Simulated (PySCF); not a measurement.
## Single-point calculation of Pb$_{2}$F$_{4}$

System: Pb$_{2}$F$_{4}$ (Pb2(F)2(F)2).
Method: RKS B3LYP, Pb def2-SVP with ECP60, F def2-SVP; non-relativistic Hamiltonian with a scalar-relativistic core potential; density fitting (PySCF 2.14.0).

It belongs to a series of runs on one base structure; here: finer grid at the relaxed geometry.

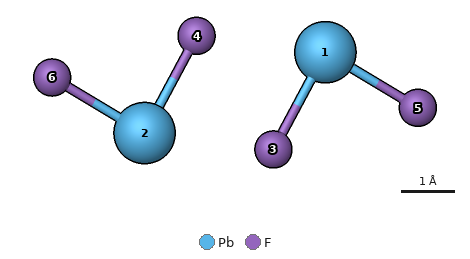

Figure 1. The structure (ball-and-stick view, seen at an oblique angle; atoms are numbered from 1 in the order of the input). Sticks mark near contacts. Bond lengths as drawn: F–Pb 2.09 to 2.16 Å.

Key numbers

```tsv
quantity	value
outcome	converged
total energy	−785.083820 hartree
HOMO	−7.97 eV
LUMO	−2.89 eV
largest force (length of the vector)	0.039 eV/Å
dipole moment	0.00 D
hardware	2 threads of Arm Neoverse V1, 24 GiB of memory available, shared host
wall time	14 s (CPU time 28 s)
peak memory	1.4 GiB
```

The input
```python
mol = gto.M(atom='''
Pb    -0.58624    -0.00000     1.87743
Pb     0.58624     0.00000    -1.87743
F      1.16152    -0.00000     0.60922
F     -1.16152     0.00000    -0.60922
F      0.66160    -0.00000     3.54927
F     -0.66160     0.00000    -3.54927''',
    basis={'Pb': 'def2-SVP', 'F': 'def2-SVP'},
    ecp={'Pb': 'def2-SVP'},
    charge=0, spin=0)
mf = dft.RKS(mol, xc='B3LYP')
mf.grids.atom_grid = (75, 302)  # f atoms: at least (60, 302), unpruned
mf = mf.density_fit()  # Pb def2-universal-JKFIT, F def2-universal-JKFIT
mf.conv_tol = 1e-09; mf.max_cycle = 55
mf.kernel(dm0)
```

The script is an equivalent of the set-up of the self-consistent field. The run itself was carried out by a driver, which started from the orbitals of the step before it where there was one and computed the further properties.

Launched with:
```bash
OMP_NUM_THREADS=2 python <driver script>
```

Log
```
init E= -785.083819501639
  HOMO = -0.292825908448737  LUMO = -0.106357063400884  gap/eV = 5.07408
cycle= 1 E= -785.083820375538  delta_E= -8.74e-07  |g|= 0.000217  |ddm|= 0.0015
  HOMO = -0.292822391794606  LUMO = -0.106354468344151  gap/eV = 5.07405
cycle= 2 E= -785.083820371942  delta_E= 3.6e-09  |g|= 0.000252  |ddm|= 0.000326
  HOMO = -0.292827689907662  LUMO = -0.106354763620278  gap/eV = 5.07419
cycle= 3 E= -785.083820381661  delta_E= -9.72e-09  |g|= 0.000104  |ddm|= 0.000237
  HOMO = -0.292828340137588  LUMO = -0.106354487455668  gap/eV = 5.07421
cycle= 4 E= -785.08382038347  delta_E= -1.81e-09  |g|= 2.22e-05  |ddm|= 7.12e-05
  HOMO = -0.29282691424842  LUMO = -0.106354667104981  gap/eV = 5.07417
cycle= 5 E= -785.083820383542  delta_E= -7.23e-11  |g|= 1.02e-05  |ddm|= 2.15e-05
  HOMO = -0.292828537637299  LUMO = -0.106354559482282  gap/eV = 5.07422
Extra cycle  E= -785.083820383475  delta_E= 6.68e-11  |g|= 2.2e-05  |ddm|= 2.22e-05
converged SCF energy = -785.083820383475
```

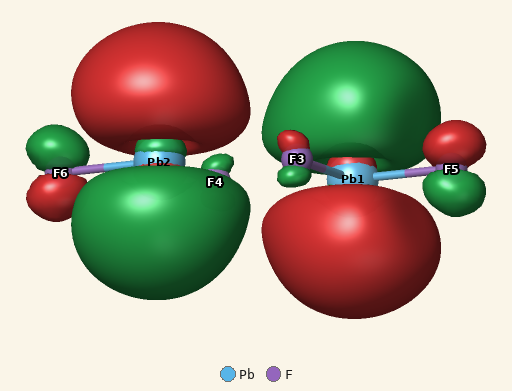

Figure 2. The LUMO at ±0.06 Å⁻³ᐟ² (green and red are the two phases), seen from the side. Its weight (Hirshfeld) is mainly on Pb1 (45 %) and Pb2 (45 %); it changes sign across the molecular plane (π type); it is gerade (even under inversion). Its energy is −2.89 eV.

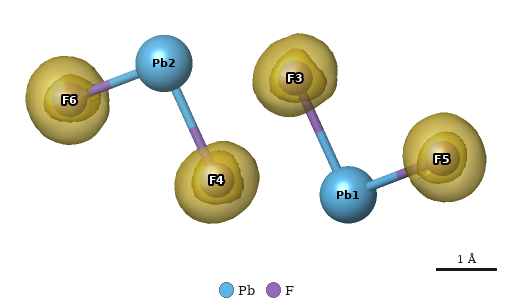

Figure 3. Isosurface of the ELF at 0.8 (yellow), seen at a tilt. Only the valence region is drawn (cores and ρ < 0.01 e/Å³ removed). Values along the shortest contacts: Pb1···F4 (2.55 Å): the ELF is only about 0.10 between them. Pb–F (2.09 Å): the ELF is about 0.15 at the midpoint.

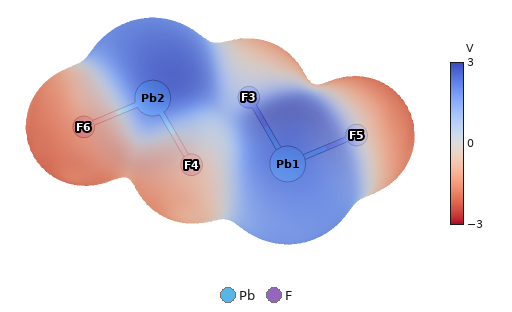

Figure 4. The molecular electrostatic potential painted on the density surface at 0.002 e/bohr³, seen at a tilt; the colour scale runs from red (negative) to blue (positive). Its dipole moment is zero.

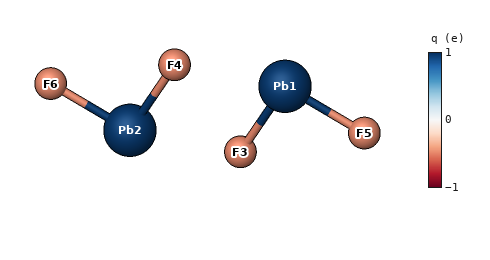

Figure 5. Mulliken charges, as the colour of each atom (ball-and-stick view, seen at a tilt; atoms are numbered from 1 in the order of the input; Mulliken charges depend strongly on the basis). By element: Pb +0.96 and F −0.48 to −0.47 e.
